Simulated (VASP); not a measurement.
Input:

```
Ru
1.0
    1.36764    -2.36882     0.00000
    1.36764     2.36882     0.00000
    0.00000     0.00000     4.30935
Ru
2
Cartesian
  1.36764   0.78961   1.07734
  1.36764  -0.78961   3.23202
```

Calculation: RPBE GGA, VASP's PBE PAW potentials (set 64) (plane waves; VASP). Numerical set-up: 520 eV cut-off, 17×17×10 Γ-centred mesh, tetrahedra with Blöchl corrections, potentials Ru_pv.

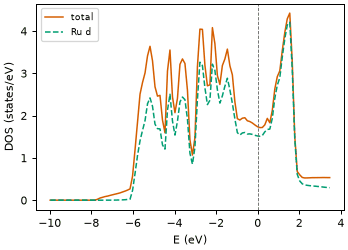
*Total and projected density of states, zero at the Fermi level*

Within 2 eV below the Fermi level the largest weight inside VASP's projection spheres is Ru d.

It has no gap at this level: it comes out as a metal or semimetal.

The compound is Ru in the hcp structure. It was relaxed first.
